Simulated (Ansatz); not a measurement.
## What H interstitial (started 1.82 Å from the nearest host atom), symmetric start does to TiN

Start from a 24-atom supercell of TiN in the rock salt structure (space group Fm-3m, No. 225; a = 4.204 Å) at its relaxed geometry.

Modification: one H atom is added in an open site, starting 1.82 Å from the nearest host atom, atoms relaxed at fixed cell.

The values are results of Ansatz (a first-principles code), PBEsol, PAW, cutoff 420 eV, spin-orbit coupling left out, not measurements. k-mesh 7×5×7 (Γ-centred); smearing 0.05 eV (Fermi–Dirac).

The pressure goes from zero to 3.6 GPa and the largest displacement of a host atom from its site in the perfect cell amounts to 0.11 Å. The final site of the added atom comes out as 4 Ti at 1.79–1.82 Å (tetrahedral).

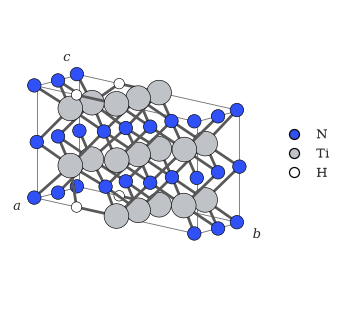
Fig. 1. The relaxed cell after the change

Cost of the whole job for the changed cell (relaxation, final SCF and bands): around 10 core-minutes (rough).

In so small a cell the defect repeats every few ångströms: this is an ordered compound, not a dilute defect. The defect started on the symmetric site and kept its symmetry, so it may sit on a saddle. The final runs are not spin-polarised. An odd electron count without spin: Ti12HN12 and TiN. The defect cell is not spin-polarised.
